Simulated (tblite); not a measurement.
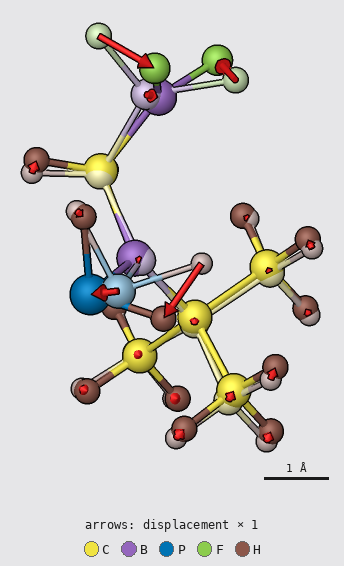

This is a relaxation of C₅H₁₃B₂F₂P. The starting structure is drawn faded, the final one solid; red arrows show the displacements, at their true length. The two geometries are superimposed by the best rigid fit.

The picture is a ball-and-stick view, seen from a free direction.

Level of theory: GFN2-xTB geometry optimisation, gas phase in tblite 0.8.0. 

**What did the optimiser do to the structure, and how much energy did it gain?**

The largest moves after the best rigid fit, 1.06 Å, are those of F and H atoms. By element the largest moves are H 1.06 Å, F 1.05 Å, P 0.50 Å, B 0.27 Å, C 0.19 Å. Some distances before and after: B–F 1.452 → 1.319 Å, H–P 1.464 → 1.382 Å, B–P 1.949 → 1.882 Å, B–C 1.632 → 1.600 Å. Bond angles that change, for instance: B–P–H 93.4° → 100.5°, F–B–F 120.3° → 113.5°, C–B–F 119.8° → 123.7°. Groups turn about B–C by about 40°, B–P by about 30°. Over 136 geometry steps the energy falls by 89.6 kJ/mol. Cost: 4.4 s on 1 thread of Intel(R) Xeon(R) Processor @ 2.50GHz, on a shared host.
